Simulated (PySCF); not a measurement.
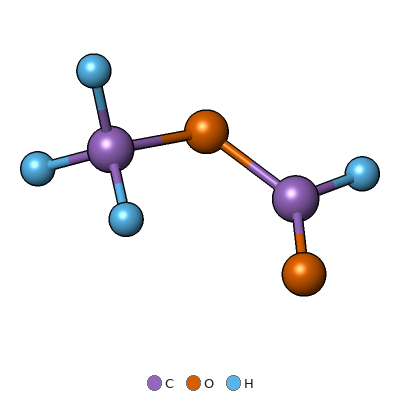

Structure of C₂H₄O₂ (methyl formate), SMILES COC=O.

Simulated rotational absorption lines between 75 and 110 GHz at 6 K: rigid rotor with the equilibrium constants and dipole of one optimised conformer (PBE0-D3(BJ)/def2-SVP, PySCF 2.14.0), commonest isotopes; no centrifugal distortion, hyperfine structure, internal rotation or nuclear-spin weights; lines within 1 MHz of each other are summed.

Question: What are the rotational constants, and what kind of rotor is it?

Answer: Rotational constants A, B, C = 21.01, 6.677, 5.237 GHz; Ray's κ = −0.82, an asymmetric top on the prolate side.

Question: Which dipole components drive the lines?

Answer:
|μa|, |μb|, |μc| = 1.78, 0.60, 0.00 D; a-type lines carry 89 % of the intensity in this range.

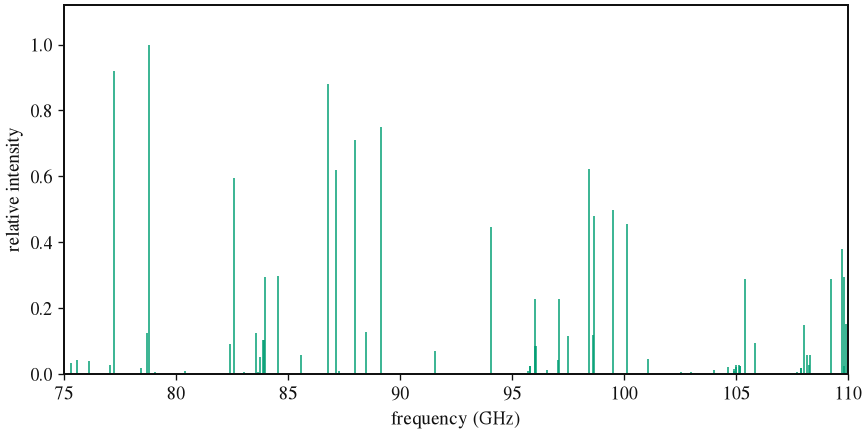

Caveats: coarse grid, loose stop and no frequency check, small forces are noise and the end may be a saddle.
